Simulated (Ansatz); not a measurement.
# CH4GeO: the cost of one run

Program: Ansatz 0.2.0, driven from Python. Level of theory: PBE/def2-SVP. These are calculated values, not measurements.

## Step 1: The structure

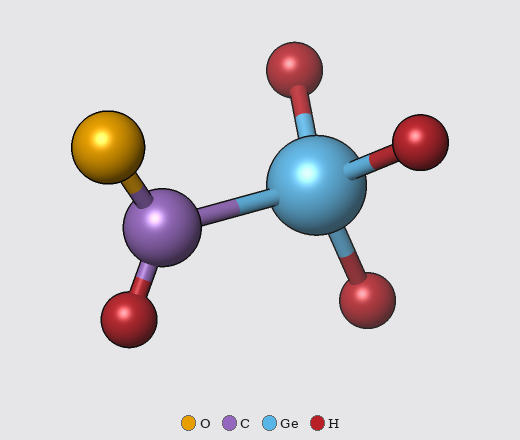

The starting structure, viewed from a chosen angle; oxygen amber, carbon purple, germanium blue, hydrogen red.

The script holds or builds the structure itself.

## Step 2: The code

The input, ch4geo.py:

```python
'''Stretching a bond of CH4GeO, the rest held rigid.'''

import ansatz
from ase import Atoms
import matplotlib.pyplot as plt
import numpy as np

BASIS = 'def2-SVP'
FUNCTIONAL = 'PBE'

atoms = Atoms(['O', 'C', 'Ge', 'H', 'H', 'H', 'H'], positions=[
    (-0.0885, -1.8048, 1.0555),
    (-0.4608, -1.0669, 0.0939),
    (0.2436, 0.7018, -0.106),
    (-1.0817, -1.4308, -0.647),
    (-0.29, 1.3544, -1.3912),
    (-0.1082, 1.5678, 1.1432),
    (1.8468, 0.6104, -0.194),
])
ch4geo = ansatz.Crystal.molecule_from_ase(atoms)

symbols = [site.symbol for site in ch4geo.cartesian_sites]
start = np.array([site.position_ang for site in ch4geo.cartesian_sites])
axis = (start[6] - start[2]) / np.linalg.norm(start[6] - start[2])
moving = [6]
lengths, energies = [1.415, 1.48, 1.544, 1.608, 1.673, 1.737, 1.801, 1.898], []
for length in lengths:
    xyz = start.copy()
    xyz[moving] += (length - np.linalg.norm(start[6] - start[2])) * axis
    point = ansatz.Crystal.molecule()
    for symbol, xyz in zip(symbols, xyz):
        point = point.atom(symbol, xyz.tolist())
    calc = (
        point.calculation()
        .basis(gaussian=BASIS)  # atom-centred Gaussian functions
        .functional(FUNCTIONAL)  # level of theory
        .scf(lower_state_search='off')  # control of the self-consistency loop
    )
    summary = calc.run().report
    energies.append(summary['free_energy_ev'])
    print(f'r = {length:6.3f} A  E = {energies[-1]:.5f} eV  <S^2> = {abs(summary["mean_field"]["state"]["spin_squared"]):.3f}')

# quartic fit about the minimum
fit = np.polynomial.Polynomial.fit(lengths, np.array(energies) - min(energies), 4).convert()
roots = [r.real for r in fit.deriv().roots() if abs(r.imag) < 1e-9 and fit.deriv(2)(r.real) > 0]
r_e = min(roots, key=lambda r: abs(r - lengths[int(np.argmin(energies))]))
print(f'minimum of the fit at {r_e:.4f} A, force constant {fit.deriv(2)(r_e):.2f} eV/A^2')
plt.figure(figsize=(4.5, 3))
plt.plot(lengths, np.array(energies) - min(energies), 'o-')
plt.xlabel('bond length (A)')
plt.ylabel('E - E(min) (eV)')
plt.tight_layout()
plt.savefig('scan.png', dpi=100)
```

## Step 3: The input behind the calls

The engine receives this input (first run):

```yaml
crystal:
  periodic: [false, false, false]
  atoms:
    - { symbol: O, position_ang: [-0.0885, -1.8048, 1.0555] }
    - { symbol: C, position_ang: [-0.4608, -1.0669, 0.0939] }
    - { symbol: Ge, position_ang: [0.2436, 0.7018, -0.106] }
    - { symbol: H, position_ang: [-1.0817, -1.4308, -0.647] }
    - { symbol: H, position_ang: [-0.29, 1.3544, -1.3912] }
    - { symbol: H, position_ang: [-0.1082, 1.5678, 1.1432] }
    - { symbol: H, position_ang: [1.654189501671652, 0.6213809128912244, -0.1834275674570268] }
basis:
  gaussian:
    orbitals: def2-SVP
hamiltonian:
  xc: pbe
scf:
  lower_state_search: "off"
```

## Step 4: The run

On the command line:

```bash
$ python ch4geo.py
```

What time and memory should one allow on 1 thread of Intel Xeon 6975P-C (Granite Rapids), shared host?

About 5.2 s, with a peak of 0.22 GiB.
